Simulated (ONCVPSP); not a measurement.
**O: pseudopotential generation**

System: oxygen (O, Z = 8), core [He], reference valence 2s2 2p3.75 (an ion of charge +0.25), valence charge 6.
Method: ONCV potential, PBEsol, scalar-relativistic, made with ONCVPSP 4.0.1.

**Input**
```
# ATOM AND REFERENCE CONFIGURATION
# atsym  z   nc   nv     iexc    psfile
  O 8.00    1    2  -116133      upf
#
#   n    l    f
    1    0    2.00
    2    0    2.00
    2    1    3.75
#
# PSEUDOPOTENTIAL AND OPTIMIZATION
# lmax
    2
#
#   l,   rc,      ep,       ncon, nbas, qcut
    0    0.70    0.00    4    8   11.70
    1    2.15    0.00    3    6    5.40
    2    2.00    0.08    4    7    5.10
#
# LOCAL POTENTIAL
# lloc, lpopt,  rc(5),   dvloc0
    4    3    0.65    2.00
#
# VANDERBILT-KLEINMAN-BYLANDER PROJECTORs
# l, nproj, debl
    0    2    3.20
    1    2    0.40
    2    2    1.30
#
# MODEL CORE CHARGE
# icmod, fcfact, rcfact
    4    0.35    0.00
#
# LOG DERIVATIVE ANALYSIS
# epsh1, epsh2, depsh
   -3.00    5.00    0.02
#
# OUTPUT GRID
# rlmax, drl
    6.00    0.01
#
# TEST CONFIGURATIONS
# ncnf
    4
# nvcnf
#   n    l    f
    2
    2    0    2.00
    2    1    4.00
#
    2
    2    0    2.00
    2    1    3.00
#
    2
    2    0    2.00
    2    1    2.00
#
    2
    2    0    0.00
    2    1    6.00
#
```

Hardware: 1 CPU thread, shared host.

Launched with:
```bash
oncvpsp.x < O.dat > O.out
```

**Log (extracts)**
```
ONCVPSP  (Optimized Norm-Conservinng Vanderbilt PSeudopotential)
scalar-relativistic version 4.0.1

#   n    l    f        energy (Ha)
    1    0    2.00    -1.8997452E+01
    2    0    2.00    -1.0070780E+00
    2    1    3.75    -4.5817964E-01

Reference configufation results
  iterations    17
  all-electron total energy (Ha)   -7.46505510D+01

Begin loop to  construct optimized pseudo wave functions
and semi-local pseudopoentials for all angular momenta

   Wellstate for l =  0  n =  4
     eigenvalue =   2.1929
     asymptotic potential =   2.6929
     half-point radius =  2.9790

Calculating optimized projector #   1

 for l=   0

    Fraction of norm inside rc  0.188833
    Optimizing pswf for qcut=  11.72 a_B^-1,  ecut=  68.70 Ha
    Residual kinetic energy error=  3.31D-05 Ha

    Energy error per electron        Cutoff
         Ha          eV             Ha
         0.01000     0.27211       30.56
         0.00100     0.02721       43.79
         0.00010     0.00272       54.94
         0.00001     0.00027      307.56

Calculating optimized projector #   2

 for l=   0

    Fraction of norm inside rc  0.038100
    Optimizing pswf for qcut=  11.72 a_B^-1,  ecut=  68.70 Ha
    Residual kinetic energy error=  5.15D-04 Ha

    Energy error per electron        Cutoff
         Ha          eV             Ha
         0.01000     0.27211       22.88
         0.00100     0.02721       39.04
         0.00010     0.00272      275.97
         0.00001     0.00027      474.16

WARNING wellstate: negative energy specified for n= 3 l=  1
WARNING scattering state with energy  0.25000000
WARNING will be used for the first projector

   Wellstate for l =  1  n =  3
     eigenvalue =   0.2500
     asymptotic potential =   0.7500
     half-point radius =  4.9019

Calculating optimized projector #   1

 for l=   1

    Fraction of norm inside rc  0.905810
    Optimizing pswf for qcut=   5.40 a_B^-1,  ecut=  14.58 Ha
    Residual kinetic energy error=  6.02D-05 Ha

    Energy error per electron        Cutoff
         Ha          eV             Ha
         0.01000     0.27211        9.87
         0.00100     0.02721       12.11
         0.00010     0.00272       14.36
         0.00001     0.00027       33.99

Calculating optimized projector #   2

 for l=   1

    Fraction of norm inside rc  0.121152
    Optimizing pswf for qcut=   5.40 a_B^-1,  ecut=  14.58 Ha
    Residual kinetic energy error=  1.09D-04 Ha

    Energy error per electron        Cutoff
         Ha          eV             Ha
         0.01000     0.27211        9.40
         0.00100     0.02721       12.33
         0.00010     0.00272       14.76
         0.00001     0.00027       30.61

   Wellstate for l =  2  n =  3
     eigenvalue =   0.0800
     asymptotic potential =   0.5800
     half-point radius = 17.1954

   Wellstate for l =  2  n =  4
     eigenvalue =   1.3800
     asymptotic potential =   1.8800
     half-point radius =  4.1088

Calculating optimized projector #   1

 for l=   2

    Fraction of norm inside rc  0.002754
    Optimizing pswf for qcut=   5.09 a_B^-1,  ecut=  12.96 Ha
    Residual kinetic energy error=  3.46D-07 Ha

    Energy error per electron        Cutoff
         Ha          eV             Ha
         0.01000     0.27211        0.33
         0.00100     0.02721        1.02
         0.00010     0.00272        3.74
         0.00001     0.00027        7.74

Calculating optimized projector #   2

 for l=   2

    Fraction of norm inside rc  0.277764
    Optimizing pswf for qcut=   5.09 a_B^-1,  ecut=  12.96 Ha
    Residual kinetic energy error=  3.87D-04 Ha

    Energy error per electron        Cutoff
         Ha          eV             Ha
         0.01000     0.27211        7.45
         0.00100     0.02721       11.45
         0.00010     0.00272       15.45
         0.00001     0.00027       39.35

Construct Vanderbilt / Kleinmman-Bylander projectors

B matrix Hermiticity error, ll=   0
   1   2   -1.4903E-04

  Orthonormal projector coefficients  3.9526E+01  7.3712E+00

B matrix Hermiticity error, ll=   1
   1   2    2.4137E-05

  Orthonormal projector coefficients -2.3404E+00 -1.3397E+00

B matrix Hermiticity error, ll=   2
   1   2    2.4938E-06

  Orthonormal projector coefficients -7.4849E+00 -1.4386E+00

Model core correction analysis
  based on d2Exc/dn_idn_j

d2excae - all-electron derivatives

   -5.432447D-02   -4.776399D-02
   -4.776592D-02   -4.691491D-02

d2excps - pseudofunction derivatives with no core correction

   -5.635135D-02   -4.737699D-02
   -4.737893D-02   -4.472712D-02

rms 2nd derivative error    1.516096E-03

rmatch, rhocmatch    0.4238    5.9378

Coarse scan for minimum error
  matrix elements: rms 2nd-derivative errors (mHa)
  column index : amplitude prefactor to rhocmatch
  row index : scale prefactor to rmatch

         1.500  2.000  2.500  3.000  3.500  4.000  4.500  5.000  5.500  6.000

  1.0    1.407  1.409  1.412  1.416  1.419  1.422  1.423  1.424  1.424  1.424
  1.1    1.379  1.375  1.374  1.373  1.373  1.373  1.372  1.371  1.369  1.367
  1.2    1.372  1.369  1.364  1.358  1.352  1.345  1.338  1.332  1.325  1.319
  1.3    1.393  1.401  1.401  1.394  1.385  1.374  1.363  1.353  1.342  1.332
  1.4    1.447  1.483  1.499  1.503  1.501  1.495  1.489  1.483  1.477  1.472
  1.5    1.537  1.617  1.666  1.696  1.715  1.729  1.741  1.752  1.764  1.776
  1.6    1.666  1.805  1.902  1.973  2.028  2.075  2.118  2.159  2.199  2.239
  1.7    1.836  2.046  2.204  2.328  2.431  2.522  2.606  2.686  2.763  2.838
  1.8    2.049  2.339  2.566  2.752  2.912  3.056  3.188  3.313  3.432  3.546
  1.9    2.302  2.679  2.984  3.239  3.462  3.663  3.848  4.022  4.187  4.344

Nelder-Mead iteration
 converged in  23 steps
amplitude prefactor, scale prefactor
   24.0388    1.1827

Optimized Teter model core charge

d2excps - pseudofunction derivatives with core correction

   -5.493085D-02   -4.713216D-02
   -4.713338D-02   -4.479172D-02

rms 2nd derivative error    1.191103E-03

Pseudoatom total energy  -14.895250

Diagnostic tests using Vanderbilt-Kleinman-Bylander pseudopotentials
  1 or more projectors used as specified by nproj input data

   l    rcore       rmatch      e in        delta e   norm test  slope test

   0   0.7004018   0.7216675  -1.0070780  -0.0000093   1.0000533   1.0000242
   0   0.7004018   0.7216675   2.1929220   0.0000895   1.0002872   1.0002872

   1   2.1565901   2.2220689  -0.4581796  -0.0000264   0.9999713   0.9999359
   1   2.1565901   2.2220689   0.2500000  -0.0000155   1.0001169   1.0001169

   2   2.0072055   2.0681486   0.0800000   0.0000024   1.0000216   1.0000216
   2   2.0072055   2.0681486   1.3800000   0.0000060   1.0000996   1.0000996

 Testing for bound ghosts
   n   l    E NL Schr. Eq   E Basis Diag.   E Cutoff

   1   0       -1.007087       -0.828848    529.85

   2   1       -0.458206       -0.458021     33.35

 Testing for highly-localized positive-energy ghosts
       l    <radius>/rc     E Basis Diag.   E Cutoff

       2        0.899738        3.747865     63.16  WARNING - GHOST(+)

Test configuration 0

   n   l     f        eae           eps        diff
   1   0  2.0000  -18.99745246
   2   0  2.0000   -1.00707804   -1.00708732   -9.28D-06
   2   1  3.7500   -0.45817964   -0.45820602   -2.64D-05

    Total energies and differences
      AE_ref= -7.46505510D+01  AE_tst= -7.46505510D+01  dif=  0.00D+00
      PS_ref= -1.48952496D+01  PS_tst= -1.48952496D+01  dif= -4.09D-14
      PSP excitation error=  4.09D-14

Test configuration 1

   n   l     f        eae           eps        diff
   1   0  2.0000  -18.84405558
   2   0  2.0000   -0.87494968   -0.87505264   -1.03D-04
   2   1  4.0000   -0.32979645   -0.33222699   -2.43D-03

    Total energies and differences
      AE_ref= -7.46505510D+01  AE_tst= -7.47488464D+01  dif= -9.83D-02
      PS_ref= -1.48952496D+01  PS_tst= -1.49938910D+01  dif= -9.86D-02
      PSP excitation error=  3.46D-04

Test configuration 2

   n   l     f        eae           eps        diff
   1   0  2.0000  -19.53636641
   2   0  2.0000   -1.45099116   -1.44430504    6.69D-03
   2   1  3.0000   -0.89529505   -0.87690903    1.84D-02

    Total energies and differences
      AE_ref= -7.46505510D+01  AE_tst= -7.41476423D+01  dif=  5.03D-01
      PS_ref= -1.48952496D+01  PS_tst= -1.43980471D+01  dif=  4.97D-01
      PSP excitation error=  5.71D-03

Test configuration 3

   n   l     f        eae           eps        diff
   1   0  2.0000  -20.42356599
   2   0  2.0000   -2.13629191   -2.10088803    3.54D-02
   2   1  2.0000   -1.58428943   -1.50802043    7.63D-02

    Total energies and differences
      AE_ref= -7.46505510D+01  AE_tst= -7.29173588D+01  dif=  1.73D+00
      PS_ref= -1.48952496D+01  PS_tst= -1.32115252D+01  dif=  1.68D+00
      PSP excitation error=  4.95D-02

Test configuration 4

   n   l     f        eae           eps        diff
   1   0  2.0000  -18.89337955
   2   1  6.0000   -0.36004742   -0.37733581   -1.73D-02

    Total energies and differences
      AE_ref= -7.46505510D+01  AE_tst= -7.36556404D+01  dif=  9.95D-01
      PS_ref= -1.48952496D+01  PS_tst= -1.38948306D+01  dif=  1.00D+00
      PSP excitation error= -5.51D-03
```

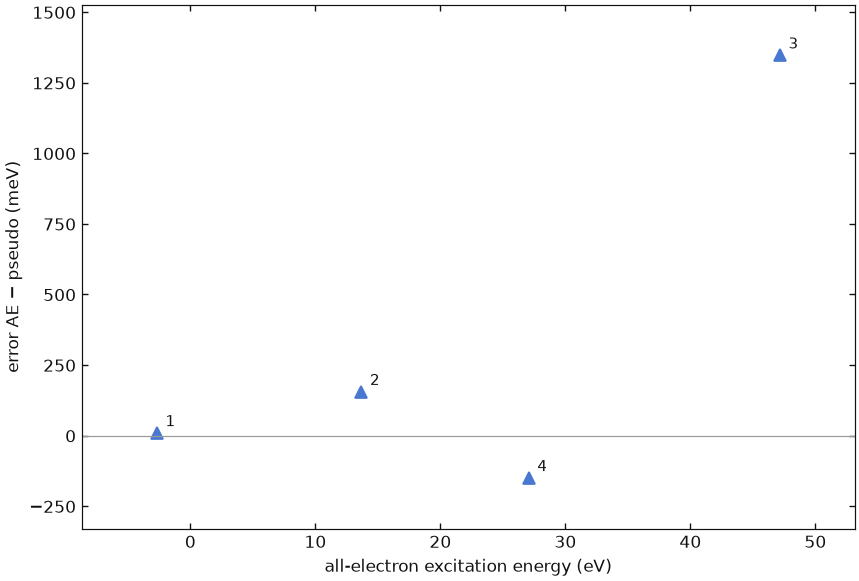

Errors, all-electron minus pseudo, of the energies of valence configurations relative to the unpolarised reference 2s2 2p3.75. Points: 1 = 2s2 2p4; 2 = 2s2 2p3; 3 = 2s2 2p2; 4 = 2s0 2p6.

- Worst configuration: 2s2 2p2 (charge +2): the error is +1347 meV on an all-electron energy of +47.16 eV relative to the reference, or 2.9 %.
- Errors in meV: 2s2 2p4: +9.4; 2s2 2p3: +155; 2s2 2p2: +1347; 2s0 2p6: -150.
- Configurations within 10 meV and within 50 meV: 1 and 1 of 4.

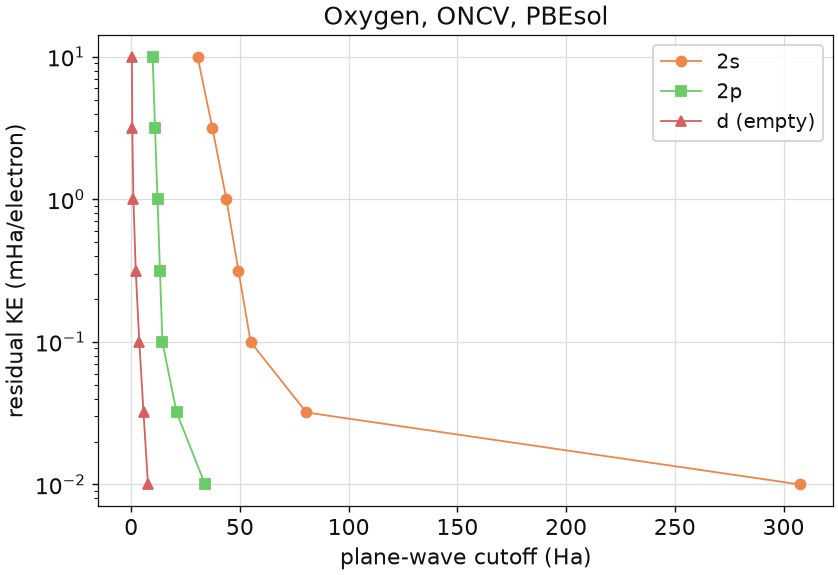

Residual kinetic energy of the pseudo-waves (the first of each channel, and further valence shells) beyond the plane-wave cutoff, as the generator prints it.

- Hardest wave at 1 mHa per electron: 2s, with rc = 0.70 bohr and qcut = 11.7 1/bohr. The optimisation minimises, but can't always remove, the kinetic energy above qcut²/2 = 68.4 Ha, and a larger rc would as a rule soften the wave at some cost in transferability.
- Cutoffs for 1 mHa per electron: 2s: 44 Ha; 2p: 12 Ha; d (empty): 1.0 Ha.
- Cutoffs for the occupied states: 44 Ha for 1 mHa and 55 Ha for 0.1 mHa per electron. The first is set by 2s.

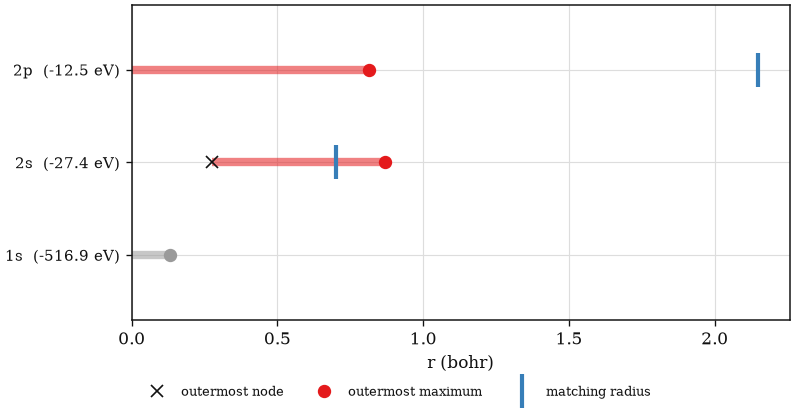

Outer shells of the all-electron reference atom: each bar runs from the outermost node (or the nucleus) to the outermost maximum of u(r); the tick is the radius chosen for the pseudo-wave. Shells without a tick have no pseudo-wave of their own. Levels, nodes and maxima are from ld1.x, scalar-relativistic.

- Radii against the shells: 2s: 0.70 bohr, between node and maximum; 2p: 2.15 bohr, outside the maximum.

**Summary**

- outcome: generated
- cutoffs needed: 44 Ha and 55 Ha (the cutoffs at which the residual kinetic energy of the hardest occupied pseudo-wave falls to 1 and 0.1 mHa per electron)
- ghost test: no bound ghost flagged; GHOST(+) flagged for d at 102.0 eV
- largest excitation error: +1347 meV (all-electron minus pseudo) for 2s2 2p2, out of 4 test configurations
- rms error of d²Exc/dni dnj: 1.52 mHa without and 1.19 mHa with the model core
- range over which the phases arctan(r R′/R) at the test radius agree within 0.05 rad (a looser test near the poles than one of phase shifts): s: over the whole range computed; p: up to about 3.6 Ha; d: up to about 3.1 Ha; f: not judged, local potential alone
- wall time: 5.4 s

**Notes**

An excitation error of 1347 meV in its own tests makes this a poorly transferable potential. Warnings of the program, in the generation or the tests: wellstate: negative energy specified for n= 3 l= 1.
